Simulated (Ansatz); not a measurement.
# Re: pressure series

Base system: Re in the hcp (Mg type) structure (space group P6_3/mmc, No. 194).

```yaml
crystal:
  lattice:
    - [2.75083, 0.00000, 0.00000]
    - [-1.37541, 2.38229, 0.00000]
    - [0.00000, 0.00000, 4.44144]
  atoms:
    - { symbol: Re, position: [0.33333, 0.66667, 0.75000] }
    - { symbol: Re, position: [0.66667, 0.33333, 0.25000] }
```

Cell and atoms are relaxed at each pressure.

All numbers come from DFT with PBEsol, PAW potentials and a 420 eV plane-wave cutoff in Ansatz (a program for electronic structure), without spin-orbit coupling.

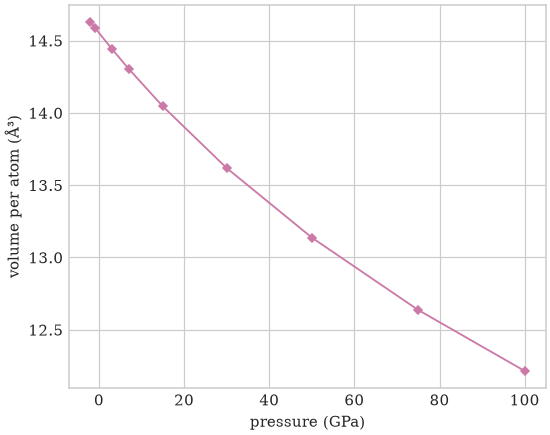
*Volume against pressure*

**Question.** Estimate the zero-pressure bulk modulus from the plot.

**Answer.** About 390 GPa; a third-order Birch–Murnaghan fit to the points gives V₀ = 14.55 Å³/atom, B₀ = 393 GPa and B₀′ = 4.3.

Load acts through the strain it causes; cell and atoms are relaxed under it. No phonon test of stability was made. Competing high-pressure phases were not computed. The final runs are not spin-polarised.
